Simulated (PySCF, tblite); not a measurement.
# H7NSSi3, a small gas-phase stand-in for a defect centre: NMR shifts, core binding energies and electronic excitations, part 2 of 2

tblite 0.8.0 and PySCF 2.14.0. Atoms count from 0, parts from 1. Earlier steps stand in the parts before.

## 5. Core-electron binding energies: SCAN, X2C

What the job is given:

```
{"job": {"kind": "xps", "holes": 5}, "charge": 0, "multiplicity": 1}
Si     0.002588    -0.002079     0.566446
N     -1.326909     0.062749    -0.547453
Si    -3.023462     0.144881    -0.094804
S      1.598791    -0.029816    -0.922050
Si     3.300239    -0.173317     0.390024
H     -1.131851     0.070820    -1.549590
H     -3.653042     1.411423    -0.576644
H     -3.067660     0.090731     1.394500
H     -3.786891    -1.002200    -0.672018
H      3.440652    -1.549559     0.950564
H      4.498415     0.145234    -0.437092
H      3.186011     0.801640     1.514479
```

Level: delta-SCF UKS SCAN, pcX-2 on the ionised atom, pcseg-1 elsewhere, spin-free X2C.

Log:

```text
ground state, core basis on atom 0 (Si), 163 functions
  cycle   1  E = -1328.31293958  |g| = 5.44e-01
  cycle   2  E = -1328.04655121  |g| = 1.12e+00
  cycle   3  E = -1328.37951543  |g| = 1.43e-01
  cycle   4  E = -1328.38426177  |g| = 7.76e-02
  cycle   5  E = -1328.38610019  |g| = 2.52e-02
  cycle   6  E = -1328.38630459  |g| = 4.98e-03
  cycle   7  E = -1328.38631354  |g| = 1.76e-03
  cycle   8  E = -1328.38631745  |g| = 5.12e-04
  cycle   9  E = -1328.38631617  |g| = 9.69e-05
  E(ground) = -1328.45676426 Eh
hole in Si 2p of atom 0
  cycle   1  E = -1324.09285877  |g| = 1.22e+00
  cycle   2  E = -1322.94849593  |g| = 1.59e+00
  cycle   3  E = -1324.09668533  |g| = 6.26e-01
  cycle   4  E = -1324.35830916  |g| = 3.26e-01
  cycle   5  E = -1324.38605317  |g| = 2.64e-01
  cycle   6  E = -1324.42660817  |g| = 8.67e-02
  cycle   7  E = -1324.43050689  |g| = 2.72e-02
  cycle   8  E = -1324.43102472  |g| = 5.70e-03
  cycle   9  E = -1324.43105301  |g| = 1.67e-03
  cycle  10  E = -1324.43105764  |g| = 9.17e-04
  cycle  11  E = -1324.43105985  |g| = 6.78e-04
  cycle  12  E = -1324.43106092  |g| = 2.75e-04
  E(ion) = -1324.51399629 Eh   <S^2> = 0.7636   hole on atom = 1.003   binding energy = 107.288 eV
  2p3/2 = 106.994 eV   2p1/2 = 107.627 eV
ground state, core basis on atom 1 (N), 152 functions
  cycle   1  E = -1328.30347800  |g| = 7.47e-02
  cycle   2  E = -1328.30324356  |g| = 3.47e-02
  cycle   3  E = -1328.30297395  |g| = 4.63e-02
  cycle   4  E = -1328.30363341  |g| = 3.91e-03
  cycle   5  E = -1328.30363948  |g| = 1.82e-03
  cycle   6  E = -1328.30363995  |g| = 3.03e-04
  E(ground) = -1328.41375066 Eh
hole in N 1s of atom 1
  cycle   1  E = -1312.70718376  |g| = 1.87e+00
  cycle   2  E = -1311.18418525  |g| = 2.43e+00
  cycle   3  E = -1313.22540337  |g| = 5.67e-01
  cycle   4  E = -1312.91190032  |g| = 8.04e-01
  cycle   5  E = -1313.43248426  |g| = 1.34e-01
  cycle   6  E = -1313.44234062  |g| = 4.77e-02
  cycle   7  E = -1313.44389769  |g| = 1.26e-02
  cycle   8  E = -1313.44402670  |g| = 2.80e-03
  cycle   9  E = -1313.44403382  |g| = 1.55e-03
  cycle  10  E = -1313.44403470  |g| = 5.31e-04
  cycle  11  E = -1313.44403611  |g| = 1.70e-04
  E(ion) = -1313.55260345 Eh   <S^2> = 0.7683   hole on atom = 1.000   binding energy = 404.392 eV
ground state, core basis on atom 2 (Si), 163 functions
  cycle   1  E = -1328.38458990  |g| = 2.88e-01
  cycle   2  E = -1328.38463549  |g| = 4.42e-02
  cycle   3  E = -1328.38449168  |g| = 4.25e-02
  cycle   4  E = -1328.38474557  |g| = 1.86e-02
  cycle   5  E = -1328.38483007  |g| = 1.98e-03
  cycle   6  E = -1328.38483144  |g| = 5.92e-04
  cycle   7  E = -1328.38483066  |g| = 1.01e-04
  E(ground) = -1328.45525701 Eh
hole in Si 2p of atom 2
  cycle   1  E = -1324.09866598  |g| = 1.23e+00
  cycle   2  E = -1321.94210075  |g| = 1.80e+00
  cycle   3  E = -1323.88936092  |g| = 8.24e-01
  cycle   4  E = -1324.37660351  |g| = 2.95e-01
  cycle   5  E = -1324.39887130  |g| = 2.26e-01
  cycle   6  E = -1324.42264324  |g| = 4.53e-02
  cycle   7  E = -1324.42391307  |g| = 1.38e-02
  cycle   8  E = -1324.42400695  |g| = 7.34e-03
  cycle   9  E = -1324.42404631  |g| = 2.26e-03
  cycle  10  E = -1324.42404941  |g| = 5.75e-04
  cycle  11  E = -1324.42404992  |g| = 1.43e-04
  E(ion) = -1324.50502098 Eh   <S^2> = 0.7518   hole on atom = 1.002   binding energy = 107.491 eV
  2p3/2 = 107.262 eV   2p1/2 = 107.885 eV
ground state, core basis on atom 3 (S), 163 functions
  cycle   1  E = -1328.43285120  |g| = 4.05e-01
  cycle   2  E = -1328.43225468  |g| = 5.78e-02
  cycle   3  E = -1328.42937783  |g| = 1.10e-01
  cycle   4  E = -1328.43341819  |g| = 1.02e-02
  cycle   5  E = -1328.43343192  |g| = 6.85e-03
  cycle   6  E = -1328.43344281  |g| = 1.31e-03
  cycle   7  E = -1328.43344376  |g| = 2.32e-04
  E(ground) = -1328.53157523 Eh
hole in S 2p of atom 3
  cycle   1  E = -1321.75617540  |g| = 1.53e+00
  cycle   2  E = -1321.43338711  |g| = 1.42e+00
  cycle   3  E = -1322.11101488  |g| = 4.24e-01
  cycle   4  E = -1322.18522385  |g| = 2.72e-01
  cycle   5  E = -1322.21315234  |g| = 1.41e-01
  cycle   6  E = -1322.22442511  |g| = 2.06e-02
  cycle   7  E = -1322.22464796  |g| = 9.94e-03
  cycle   8  E = -1322.22471072  |g| = 2.01e-03
  cycle   9  E = -1322.22471253  |g| = 8.83e-04
  cycle  10  E = -1322.22471168  |g| = 2.82e-04
  E(ion) = -1322.32921189 Eh   <S^2> = 0.7546   hole on atom = 1.001   binding energy = 168.775 eV
  2p3/2 = 168.296 eV   2p1/2 = 169.524 eV
ground state, core basis on atom 4 (Si), 163 functions
  cycle   1  E = -1328.38178231  |g| = 2.88e-01
  cycle   2  E = -1328.38149639  |g| = 4.88e-02
  cycle   3  E = -1328.38027663  |g| = 7.08e-02
  cycle   4  E = -1328.38199083  |g| = 1.50e-02
  cycle   5  E = -1328.38204608  |g| = 4.52e-03
  cycle   6  E = -1328.38205024  |g| = 5.47e-04
  cycle   7  E = -1328.38205174  |g| = 1.78e-04
  E(ground) = -1328.45205841 Eh
hole in Si 2p of atom 4
  cycle   1  E = -1324.09080889  |g| = 1.23e+00
  cycle   2  E = -1322.12510037  |g| = 1.71e+00
  cycle   3  E = -1323.88619866  |g| = 8.46e-01
  cycle   4  E = -1324.37794147  |g| = 2.50e-01
  cycle   5  E = -1324.40250249  |g| = 1.74e-01
  cycle   6  E = -1324.42077740  |g| = 5.16e-02
  cycle   7  E = -1324.42274212  |g| = 1.03e-02
  cycle   8  E = -1324.42279977  |g| = 4.33e-03
  cycle   9  E = -1324.42280649  |g| = 1.90e-03
  cycle  10  E = -1324.42280946  |g| = 7.46e-04
  cycle  11  E = -1324.42280960  |g| = 2.57e-04
  E(ion) = -1324.50496029 Eh   <S^2> = 0.7530   hole on atom = 1.002   binding energy = 107.406 eV
  2p3/2 = 107.165 eV   2p1/2 = 107.789 eV
```

It took 30 s on 1 thread of Arm Neoverse V1, shared host; peak memory 0.6 GiB.

Binding energies by hole, beside the orbital energy of the ground state; the difference holds orbital relaxation and, for a density functional, its self-interaction error:

| hole | stands for | environment | ΔSCF (eV; 2p as the shell's mean) | −ε (eV) | ⟨S²⟩ |
| --- | --- | --- | --- | --- | --- |
| Si2p on Si0 | Si0 | silicon bonded to N, S | 107.20 | 96.8 | 0.764 |
| N1s on N1 | N1 | nitrogen bonded to 2 Si, H | 404.39 | 386.2 | 0.768 |
| Si2p on Si2 | Si2 | silicon bonded to N, 3 H | 107.47 | 96.7 | 0.752 |
| S2p on S3 | S3 | sulfur bonded to 2 Si | 168.71 | 157.9 | 0.755 |
| Si2p on Si4 | Si4 | silicon bonded to S, 3 H | 107.37 | 96.8 | 0.753 |

With the spin-orbit splitting: Si0 2p3/2 106.99, 2p1/2 107.63 eV; Si2 2p3/2 107.26, 2p1/2 107.89 eV; S3 2p3/2 168.30, 2p1/2 169.52 eV; Si4 2p3/2 107.16, 2p1/2 107.79 eV. The table gives each 2p level as the mean over the whole 2p shell (two parts 2p3/2, one part 2p1/2), which differs a little from the single hole in the log.

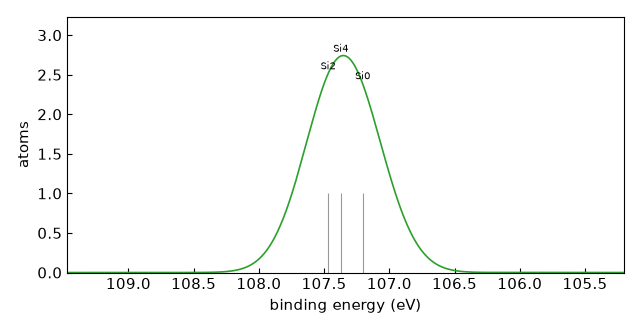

The Si2p photoelectron lines, weighted by the number of atoms. Lines are broadened to a width of 0.60 eV (Gaussian).

## 6. Excited states and response: CAM-B3LYP/def2-SVPD

The job, as its differences from that of step 5:

```diff
@@ -1,2 +1,2 @@
-{"job": {"kind": "xps", "holes": 5}, "charge": 0, "multiplicity": 1}
+{"job": {"kind": "uv", "xc": "CAM-B3LYP", "basis": "def2-SVPD", "nstates": 6, "ntriplets": 2, "ip": true}, "charge": 0, "multiplicity": 1}
 Si     0.002588    -0.002079     0.566446
```

With the program's defaults for keys left out, this is: TDDFT CAM-B3LYP/def2-SVPD, vertical, gas phase, core orbitals frozen in the response.

Log:

```text
coarse grid: 11904 points
cycle   1  E = -1325.0571774819  dE = -4.043e-03  |g| = 4.490e-01  |ddm| = 3.902e+00
cycle   2  E = -1325.0458344633  dE =  1.134e-02  |g| = 5.220e-01  |ddm| = 1.140e+00
cycle   3  E = -1325.1116641094  dE = -6.583e-02  |g| = 6.665e-02  |ddm| = 5.723e-01
cycle   4  E = -1325.1126363332  dE = -9.722e-04  |g| = 3.032e-02  |ddm| = 1.319e-01
cycle   5  E = -1325.1129126649  dE = -2.763e-04  |g| = 5.150e-03  |ddm| = 5.160e-02
cycle   6  E = -1325.1129236781  dE = -1.101e-05  |g| = 9.768e-04  |ddm| = 1.382e-02
cycle   7  E = -1325.1129242677  dE = -5.896e-07  |g| = 3.007e-04  |ddm| = 3.580e-03
final grid: 96120 points
cycle   8  E = -1325.2634975284  dE = -5.638e-06  |g| = 2.057e-03  |ddm| = 2.080e-02
cycle   9  E = -1325.2634967298  dE =  7.986e-07  |g| = 2.842e-03  |ddm| = 4.592e-03
cycle  10  E = -1325.2634985136  dE = -1.784e-06  |g| = 9.039e-05  |ddm| = 2.344e-03
cycle  11  E = -1325.2634985164  dE = -2.805e-09  |g| = 6.159e-05  |ddm| = 3.323e-04
cycle  12  E = -1325.2634985177  dE = -1.282e-09  |g| = 1.096e-05  |ddm| = 1.168e-04
cycle  13  E = -1325.2634985177  dE = -5.821e-11  |g| = 3.493e-06  |ddm| = 3.209e-05
converged SCF energy = -1325.2634985177

Static polarisability (au): isotropic 118.551, principal 90.061 103.053 162.538

Singlet excitations
state   eV       nm        f      main configurations
  1   4.1195    301.0   0.02709   H->L 0.98
  2   4.9951    248.2   0.05723   H-1->L 0.92
  3   6.0257    205.8   0.26604   H->L+1 0.87
  4   6.1655    201.1   0.00263   H-1->L+1 0.79
  5   6.2574    198.1   0.13935   H->L+2 0.83
  6   6.3908    194.0   0.17658   H-2->L 0.56, H->L+3 0.13

Triplet excitations (Tamm-Dancoff, eV): 2.6993 4.3137
Vertical ionisation energy (delta-SCF) = 8.8077 eV
Vertical electron affinity (delta-SCF) = 0.1011 eV
```

It took 76 s on 1 thread of Arm Neoverse V1, shared host; peak memory 0.97 GiB.

Frontier orbitals and where they lie:

| orbital | eV | atoms |
| --- | --- | --- |
| HOMO−3 | -10.72 | S3 29 %, Si4 22 %, Si0 14 % |
| HOMO−2 | -10.04 | N1 37 %, Si2 15 %, Si0 12 % |
| HOMO−1 | -8.73 | S3 60 %, N1 14 %, Si4 9 % |
| HOMO | -8.10 | Si0 57 %, S3 29 %, N1 8 % |
| LUMO | -0.65 | Si0 61 %, S3 17 %, N1 14 % |
| LUMO+1 | 0.52 | S3 22 %, Si2 20 %, Si0 17 % |
| LUMO+2 | 0.86 | S3 31 %, Si4 25 %, Si0 10 % |

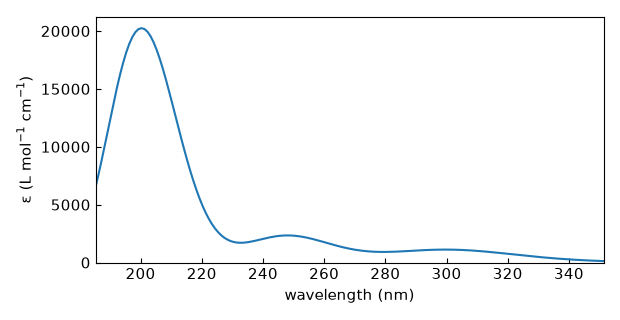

Absorption spectrum: each of the 6 states is a Gaussian band of 0.4 eV half-width at 1/e. Beyond the last state computed it falls off for lack of states.

Further results of this job:

| property | computed |
| --- | --- |
| dipole moment (D) | 0.81 |
| polarisability (Å³) | 17.57 |
| HOMO–LUMO gap (eV) | 7.45 |
| −ε(HOMO) (eV) | 8.10 |

## 7. Summary of results

The summary covers parts 1 to 2.

```
                                quantity                                         value
                             point group                                            C1
    rotational constants (main isotopes)                          8.75, 0.68, 0.64 GHz
   1H shifts against TMS (PBE0/pcSseg-2)  5.23, 4.96, 4.95, 4.90, 4.85, 4.85, 4.74 ppm
 29Si shifts against TMS (PBE0/pcSseg-2)                       256.1, -52.9, -56.9 ppm
  15N shifts against NH3 (PBE0/pcSseg-2)                                     145.9 ppm
  33S shifts against CS2 (PBE0/pcSseg-2)                                        12 ppm
       Si2p binding energies, SCAN/pcX-2         Si2 107.47, Si4 107.37, Si0 107.20 eV
        N1s binding energies, SCAN/pcX-2                                  N1 404.39 eV
        S2p binding energies, SCAN/pcX-2                                  S3 168.71 eV
    lowest singlet (CAM-B3LYP/def2-SVPD)                   4.12 eV (301 nm), f = 0.027
brightest single state of those computed                   state 3, 6.03 eV, f = 0.266
                          lowest triplet                                       2.70 eV
       vertical ionisation energy (ΔSCF)                                       8.81 eV
       vertical electron affinity (ΔSCF)                                       0.10 eV
```

In words: The start of the PBE0/def2-SVP relaxation was shaken at random by about 0.01 Å, so part of the energy gained, and of the first lengths quoted, undoes that. Over 8 steps the energy fell by 0.201 eV; of the close pairs, S3–Si4 changed most, 2.097 to 2.153 Å (PBE0/def2-SVP). Hydrogens of an XH3 group are listed apart at this fixed geometry; free rotation makes them one line at their mean. At PBE0/pcSseg-2: The widest tensor belongs to S3: span 785 ppm, with a paramagnetic part of -570 ppm. At SCAN/pcX-2: Si2 (silicon bonded to N, 3 H) binds its Si2p electron 0.26 eV more tightly than Si0 (silicon bonded to N, S). The first singlet state (HOMO→LUMO 0.98) lies at 4.12 eV and is weak; of the 6 states computed, the strongest absorption comes from state 3 at 6.03 eV (the last state computed absorbs too, and its partners may lie past the list). The lowest triplet lies 1.42 eV below the lowest singlet (triplets in Tamm-Dancoff, singlets in full TDDFT). The orbital energy would give 8.10 eV for ionisation, ΔSCF gives 8.81 eV. A capped cluster stands for the solid here, so long-range fields and strain are missing, and bands or shifts of the capping hydrogens have no counterpart in it.
